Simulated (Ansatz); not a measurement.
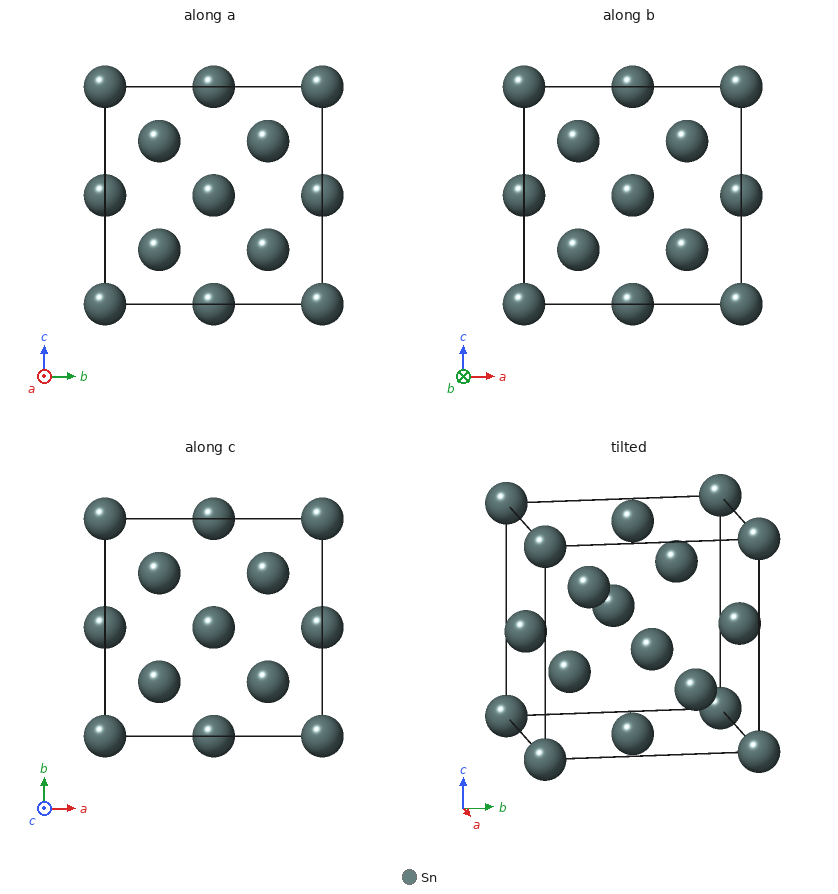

An orthographic spheres-only view of the structure, along the a axis, along the b axis, along the c axis and slightly off an axis. One conventional unit cell is outlined, and atoms on its boundary appear in each equivalent place.

Lattice parameters: a = 6.656 Å, b = 6.656 Å, c = 6.656 Å, α = 90.00°, β = 90.00°, γ = 90.00°.

**Set out the cell and atoms as a table of Wyckoff sites.**

Space group Fd-3m:1 (No. 227).
```csv
atom,site,x,y,z
Sn,8a,0.2500,0.7500,0.7500
```

The cell started as a structure type filled with this element by a generator (whether the element takes this form wasn't checked). Earlier steps of the study may have refined or changed the cell and positions. A calculation with Ansatz used it as input.
